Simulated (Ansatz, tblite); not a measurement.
**The cluster Si₅H₈O₁₄: which spin state is lowest**

Is the singlet the ground state of the cluster Si₅H₈O₁₄? Other spin states are computed and compared level by level.

The runs use Ansatz 0.2.0, Gaussian basis; as each input shows.

Levels to be run: triplet, at the geometry of the singlet (GFN1-xTB, GFN2-xTB, PBE0-D4/def2-TZVP, PBE-D4/def2-TZVP); the singlet's energies come from earlier runs.

## (1) The relaxed structure

The geometry is that of the singlet, from an earlier relaxation (PBE-D4/def2-SVP).

27 atoms, charge 0, spin multiplicity 1.

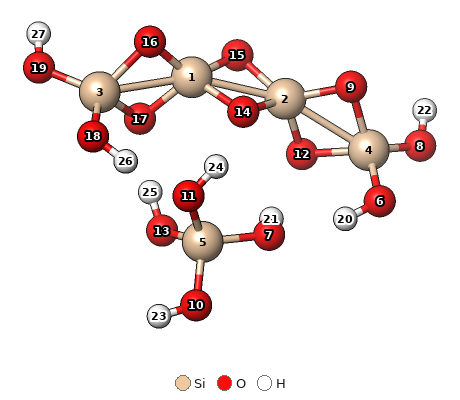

The geometry (silicon light orange, oxygen red, hydrogen white); atoms are numbered from 1 in the order of the file.

## (2) Triplet at the fixed geometry, GFN1-xTB

Tight binding, by tblite at 300 K electronic temperature and without a spin-polarisation term:

```python
tblite.interface.Calculator('GFN1-xTB', numbers, positions, charge=0, uhf=2).singlepoint()
```

Energy -2183.6062 eV; 0.13 s.

## (3) Triplet at the fixed geometry, GFN2-xTB

Tight binding, by tblite at 300 K electronic temperature and without a spin-polarisation term:

```python
tblite.interface.Calculator('GFN2-xTB', numbers, positions, charge=0, uhf=2).singlepoint()
```

Energy -1912.8932 eV; 0.21 s.

## (4) Triplet at the fixed geometry, PBE0-D4/def2-TZVP

Input file in.yaml:

```yaml
crystal:
  periodic: [false, false, false]
  atoms:
    - {symbol: Si, position_ang: [1.555467, -0.077515, 1.318498]}
    - {symbol: Si, position_ang: [1.836430, -0.249279, -1.054944]}
    - {symbol: Si, position_ang: [0.387271, 0.086507, 3.415650]}
    - {symbol: Si, position_ang: [1.331028, -0.321892, -3.402177]}
    - {symbol: Si, position_ang: [-2.254321, 0.242159, -0.126098]}
    - {symbol: O, position_ang: [-0.094662, -0.991307, -3.828597]}
    - {symbol: O, position_ang: [-1.542437, 0.030851, -1.637582]}
    - {symbol: O, position_ang: [2.120523, 0.162080, -4.753471]}
    - {symbol: O, position_ang: [2.356267, -1.214953, -2.311046]}
    - {symbol: O, position_ang: [-3.884706, 0.214575, -0.382567]}
    - {symbol: O, position_ang: [-1.791850, -1.053024, 0.870840]}
    - {symbol: O, position_ang: [1.073310, 0.822654, -2.115653]}
    - {symbol: O, position_ang: [-1.774238, 1.672213, 0.547348]}
    - {symbol: O, position_ang: [0.817168, -0.992260, 0.084887]}
    - {symbol: O, position_ang: [2.735314, 0.442732, 0.216898]}
    - {symbol: O, position_ang: [1.715007, -0.855056, 2.782518]}
    - {symbol: O, position_ang: [0.524583, 1.084833, 1.990805]}
    - {symbol: O, position_ang: [-1.062353, -0.647483, 3.478847]}
    - {symbol: O, position_ang: [0.704501, 0.777794, 4.865464]}
    - {symbol: H, position_ang: [-0.801520, -0.868015, -3.142475]}
    - {symbol: H, position_ang: [-0.849594, 0.718353, -1.774133]}
    - {symbol: H, position_ang: [3.080524, 0.290279, -4.661972]}
    - {symbol: H, position_ang: [-4.433386, 0.381899, 0.401524]}
    - {symbol: H, position_ang: [-0.967496, -1.448028, 0.500306]}
    - {symbol: H, position_ang: [-0.959378, 1.626781, 1.104175]}
    - {symbol: H, position_ang: [-1.452049, -0.856455, 2.577567]}
    - {symbol: H, position_ang: [1.630596, 1.021556, 5.035391]}
basis:
  gaussian: {orbitals: def2-TZVP, fitting: {mean_field: def2-universal-jkfit}}
magnetization: {spin_polarized: true, initial_magnetization: 2}
hamiltonian: {xc: pbe0, dispersion: d4}
scf: {omitted_lower_state_checks: [starts]}
output: {orbitals: {seedname: orbitals}}
```

The run is started by

```
> ansatz run in.yaml --threads 2 --pin off --events-out ev --progress --plain --max-ram 32768MiB --backend cuda --devices 0, --max-vram 18GiB
```

The log of the run:

```text
Functional definition: PBE0
  name "PBE0"
  cite "Adamo & Barone, J. Chem. Phys. 110, 6158 (1999) doi:10.1063/1.478522"
  cite "Perdew, Burke & Ernzerhof, Phys. Rev. Lett. 77, 3865 (1996) doi:10.1103/PhysRevLett.77.3865"
  parent pbe
  parameter a = 0.25
  parameter kappa = 0.804
  parameter beta = 0.06672455060314922
  exchange = (1 - a)*pbe_x(kappa = kappa, mu = beta*pi^2/3) + a*exact_x
  correlation = pbe_c(beta = beta)
these checks for a lower state are left out or cut short: starts
1862 factors; integrals over basis functions are off by at most 8.8e-1 eV
mean field evaluation 1: about -68125.0682 eV, gradient 1.1e2 eV
mean field evaluation 2: about -68080.3391 eV, gradient 1.6e2 eV
mean field evaluation 4: about -68161.6274 eV, gradient 1.8e1 eV
mean field evaluation 8: about -68163.2238 eV, gradient 9.8e-1 eV
mean field evaluation 16: about -68163.2314 eV, gradient 2.1e-1 eV
mean field evaluation 32: about -68163.2330 eV, gradient 2.4e-3 eV
mean field -68163.23301211 eV, -2504.9526104964 hartree, gradient 9.5e-6 eV, S^2 2.006234; 0 other end points of the search recorded, 0 dependent functions left out
reference -68163.23306449 eV, -2504.9526124212 hartree; 96, 94 occupied and 571, 573 virtual orbitals, 1862 factors
Total energy: -68164.30583610 eV, -2504.9920360507 hartree
Checks for a lower state left out: starts
```

Wall time 24 s (1 × H100 (card shared with other runs) with 2 threads of AMD EPYC 7R13, shared host); peak host memory 1.3 GiB.

Report: HOMO -2.95 eV, LUMO -8.44 eV (over both spins; with the spin held, an empty level of the minority spin lies below the top filled one); ⟨S²⟩ 2.006 (pure: 2.00).

## (5) Triplet at the fixed geometry, PBE-D4/def2-TZVP

start.molden holds the orbitals of an earlier run on this state, given as this run's starting guess.

in.yaml, as its differences from that of step 4:

```diff
@@ -31,5 +31,5 @@
 basis:
-  gaussian: {orbitals: def2-TZVP, fitting: {mean_field: def2-universal-jkfit}}
+  gaussian: {orbitals: def2-TZVP, fitting: {mean_field: def2-universal-jkfit}, initial_orbitals: start.molden}
 magnetization: {spin_polarized: true, initial_magnetization: 2}
-hamiltonian: {xc: pbe0, dispersion: d4}
+hamiltonian: {xc: pbe, dispersion: d4}
 scf: {omitted_lower_state_checks: [starts]}
```

The command is unchanged.

The log of the run:

```text
Functional definition: PBE
  name "PBE"
  cite "Perdew, Burke & Ernzerhof, Phys. Rev. Lett. 77, 3865 (1996) doi:10.1103/PhysRevLett.77.3865"
  parent pbe
  parameter kappa = 0.804
  parameter beta = 0.06672455060314922
  exchange = pbe_x(kappa = kappa, mu = beta*pi^2/3)
  correlation = pbe_c(beta = beta)
these checks for a lower state are left out or cut short: starts
1862 factors; integrals over basis functions are off by at most 8.8e-1 eV
mean field evaluation 1: about -68160.8235 eV, gradient 1.6e1 eV
mean field evaluation 2: about -68161.3888 eV, gradient 7.8e-1 eV
mean field evaluation 4: about -68161.4531 eV, gradient 1.9e-2 eV
mean field evaluation 8: about -68161.4442 eV, gradient 2.3e-5 eV
mean field evaluation 16: about -68161.4442 eV, gradient 4.1e-6 eV
mean field -68161.44417318 eV, -2504.8868718782 hartree, gradient 4.1e-6 eV, S^2 2.001379; 0 other end points of the search recorded, 0 dependent functions left out
reference -68161.44424587 eV, -2504.8868745493 hartree; 96, 94 occupied and 571, 573 virtual orbitals, 1862 factors
Total energy: -68162.66744034 eV, -2504.9318261170 hartree
Checks for a lower state left out: starts
```

It took 17 s on 1 × H100 (card shared with other runs) with 2 threads of AMD EPYC 7R13, shared host; peak host memory 1.3 GiB.

From the report: HOMO -2.41 eV, LUMO -8.04 eV (over both spins; with the spin held, an empty level of the minority spin lies below the top filled one); ⟨S²⟩ 2.001 (pure: 2.00).

## (6) Triplet less singlet, vertical

The singlet's energies are those of its earlier runs, whose logs aren't repeated here.

```tsv
level	triplet less singlet, vertical (eV)	time
GFN1-xTB	+6.910	0.2 s
GFN2-xTB	+6.788	0.27 s
PBE-D4/def2-TZVP	+5.600	26 s
PBE0-D4/def2-TZVP	+6.941	31 s
```

Times add the two runs; a level without a time comes out of a correlated run. Tight binding without a spin term can't rank spin states.

## (7) Summary of results

| quantity | value |
| --- | --- |
| triplet less singlet, vertical, functionals in def2-TZVP | +5.600 (PBE-D4) to +6.941 eV (PBE0-D4) |

What this shows: All functionals put the triplet above the singlet, over a spread of 1.341 eV. The checks for a lower triplet were left out, so another state of that spin may lie lower. These are electronic energies, without zero-point motion, entropy or surroundings.
